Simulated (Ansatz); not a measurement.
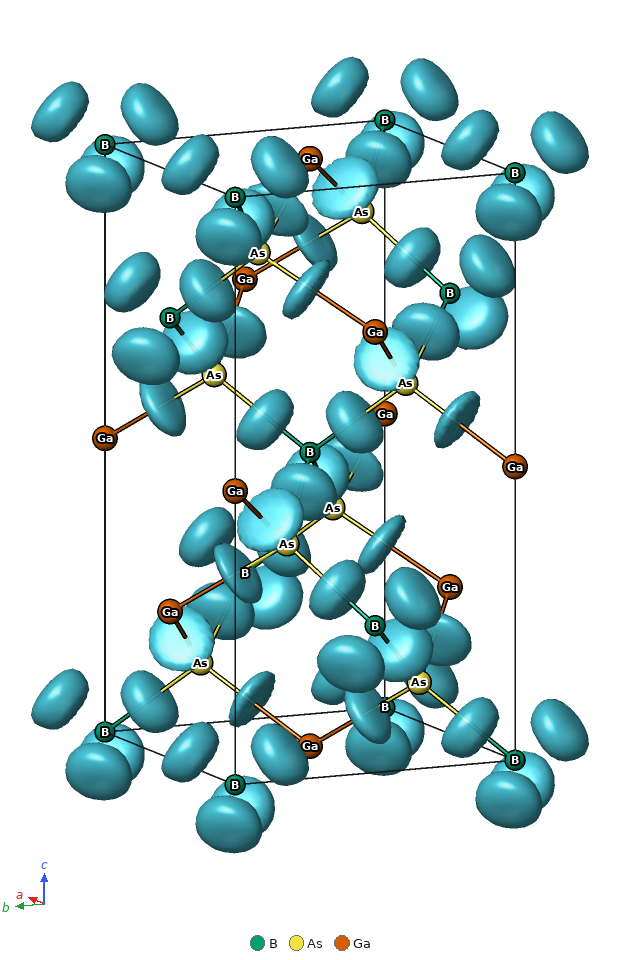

The picture shows: GaBAs2. Isosurface of the ELF at 0.75 (cyan), seen at an oblique angle. Core shells and regions of very low density are left out. Sticks mark near contacts.

Space group I-42d; started from the ordered alloy on zincblende lattice prototype, which need not be the ambient phase.

Computed with Ansatz, DFT, PBE0, plane waves, PAW.

In a PAW calculation such maps are meaningful between the atoms, not at the nuclei.

Q: Identify the bonds, lone pairs and shells in this picture.

A: The surface consists of 16 regions between bonded As–B atoms (shared pairs) and 16 regions between bonded As–Ga atoms (shared pairs), counted in one cell of 16 atoms. Any copies at cell faces, edges or corners count once.

Values along the shortest contacts:
B–As (2.11 Å): the ELF peaks at about 0.90 between the atoms (a shared electron pair). Ga–As (2.43 Å): the ELF peaks at about 0.85 between the atoms, as expected for a shared electron pair.
